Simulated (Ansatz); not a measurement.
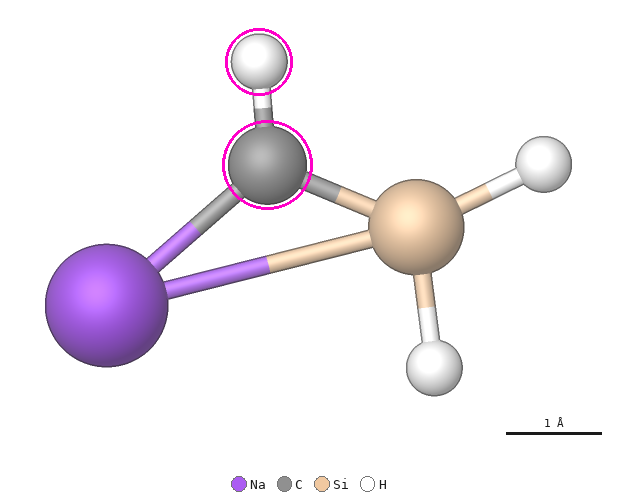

Energy scan for CH₃NaSi, in which the C2–H4 distance is varied, with the rest of the molecule carried along rigidly. The picture shows the minimum geometry. The ringed atoms are those of the scanned coordinate. A ball-and-stick model, seen face on.

Computed with Ansatz: CCSD(T), wB97M-V, PBE0-D4, PBE-D4, B3LYP-D4, r2SCAN-D4, basis def2-TZVPP, on geometries moved rigidly from the minimum at PBE0-D4/def2-TZVP. Coupled cluster with a frozen core. Energies are counted from the PBE0-D4/def2-TZVP minimum geometry at the same level.

```xyz
6

Na   -1.8246   -0.8040   -1.6934
C    -0.4067   -0.8144    0.0510
Si    0.5363    0.5836    0.2635
H    -0.2663   -1.6249    0.7693
H     0.3945    1.7299   -0.6827
H     1.5669    0.9298    1.2923
```

Question: What energies does the calculation give (the distance: 0.983, 1.005, 1.037, 1.074, 1.092, 1.116, 1.161, 1.208, 1.258, 1.310 Å)?

Answer: Energies in kJ/mol.

```
distance (Å)  CCSD(T)  wB97M-V  PBE0-D4  PBE-D4  B3LYP-D4  r2SCAN-D4
       0.983     23.6     22.7     23.7    25.8      22.4       23.7
       1.005     14.4     13.6     14.4    16.1      13.5       14.5
       1.037      5.4      4.9      5.4     6.5       4.8        5.4
       1.074      0.5      0.4      0.5     0.9       0.4        0.6
       1.092      0.0      0.0      0.0     0.0       0.0        0.0
       1.116      0.9      1.1      0.9     0.4       1.1        0.8
       1.161      6.7      7.2      6.9     5.2       7.2        6.5
       1.208     17.3     18.2     17.7    14.9      18.0       17.1
       1.258     32.3     33.8     33.1    28.9      33.2       32.0
       1.310     50.8     52.9     52.1    46.5      51.9       50.5
```

With CCSD(T): of the computed points the lowest is at the distance 1.092 Å, 0.0 kJ/mol. The end points stand at 23.6 kJ/mol (0.983 Å) and 50.8 kJ/mol (1.310 Å). The curvature at the lowest point is about 33 eV/Å² (5.4 mdyn/Å). The well is steeper on the short side, as for any bond. At 1.310 Å the levels give PBE-D4 46.5 kJ/mol, r2SCAN-D4 50.5 kJ/mol, CCSD(T) 50.8 kJ/mol, B3LYP-D4 51.9 kJ/mol, PBE0-D4 52.1 kJ/mol, wB97M-V 52.9 kJ/mol. Closest to CCSD(T) there is r2SCAN-D4. At 0.983 Å to 1.310 Å the mean-field solution behind CCSD(T) isn't stable (a lower one of broken symmetry exists), so those energies are less reliable.

As a plot:

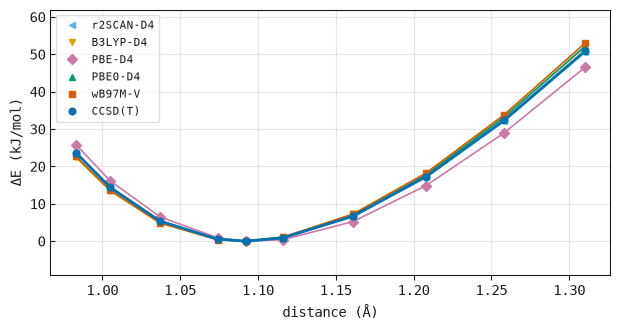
